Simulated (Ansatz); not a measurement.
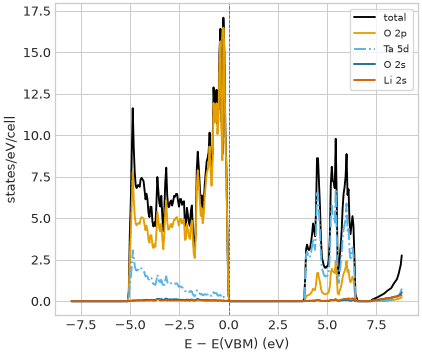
Total and projected density of states of LiTaO3 in space group R3c (No. 161; Li on 6a, Ta on 6a, O on 18b), LDA (plane waves, PAW; program Ansatz)

### Question
Which orbitals carry the states next to the gap?

### Answer
Top 1 eV of the valence band: O 2p 95 %. Bottom 1 eV of the conduction band: Ta 5d 79 %, O 2p 17 %. Projections are on Löwdin-orthogonalised atomic valence shells; empty p or d shells of many metals are not among them.

### Question
Where is the tallest occupied peak in this window, and what makes it?

### Answer
Near -0.3 eV, about 17 states/eV per cell; the largest projected share is O 2p.

The LDA relaxation kept the symmetry of its start. The run is not spin-polarised. Spin–orbit coupling is left out wherever it is not named.

Potentials: the later of the program's two PAW sets.
